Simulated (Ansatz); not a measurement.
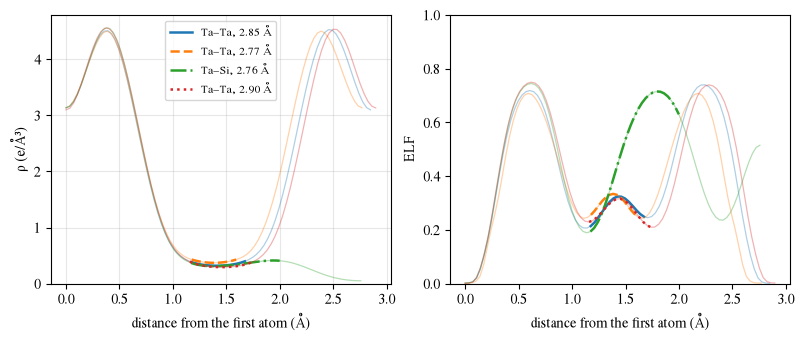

Ta5Si. Valence electron density and electron localisation function along straight lines between neighbouring atoms. Thin, pale parts lie inside the atomic spheres.

Space group P4/mmm; a generated structure, not necessarily the stable one; computed without spin polarisation.

The calculation used Ansatz 0.2.0, DFT PBE, scalar-relativistic, plane waves, PAW.

Core electrons are frozen (PAW), and the valence fields are smoothed inside the atomic spheres.

Compare the contacts.

Ta–Ta (2.85 Å): the density is about 0.32 e/Å³ at the midpoint; the ELF is about 0.30 at the midpoint.
Ta–Ta (2.77 Å): ρ at the midpoint is about 0.37 e/Å³; the ELF is about 0.35 at the midpoint.
Ta–Si (2.76 Å): ρ is about 0.31 e/Å³ halfway; the ELF peaks at about 0.70 in the valence shell of Si, 1.0 Å from its nucleus, and is about 0.40 at the midpoint.
Ta–Ta (2.90 Å): ρ is about 0.29 e/Å³ halfway; the ELF is about 0.30 at the midpoint.
